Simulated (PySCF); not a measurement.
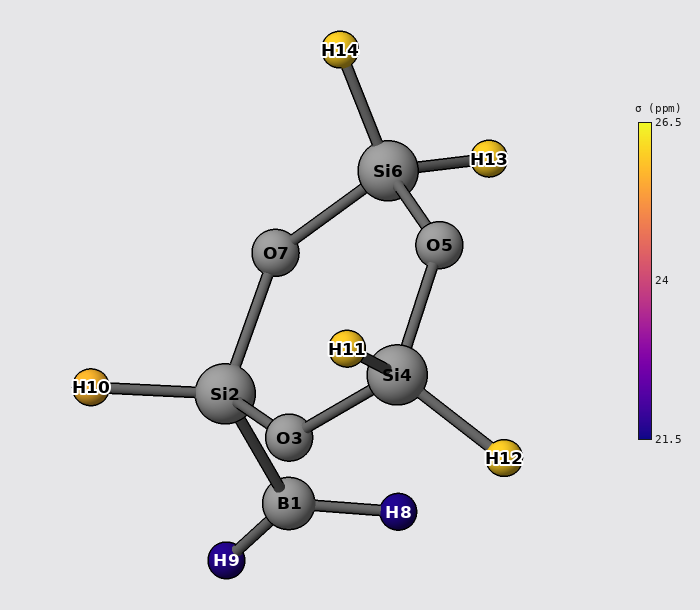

Atoms are coloured by their isotropic NMR shieldings (H only, the others grey). Computed geometry: PBE0-D3(BJ)/def2-SVP optimisation. No frequency run is at hand to confirm it as a minimum. Level of theory: GIAO PBE0/pcSseg-1 NMR shielding, non-relativistic, IEF-PCM chloroform (PySCF 2.14.0).

Which H atom is the most shielded (lowest chemical shift)?

Answer. H14 (26.01 ppm).

Which H atom is the least shielded (highest chemical shift)?

Answer. H8 (21.64 ppm).

How wide is the range of H shifts?

Answer. 4.37 ppm.

List the isotropic NMR shieldings of the H atoms.

```tsv
atom	σ (ppm)
H8	21.64
H9	21.71
H10	25.72
H11	25.95
H12	25.97
H13	25.98
H14	26.01
```
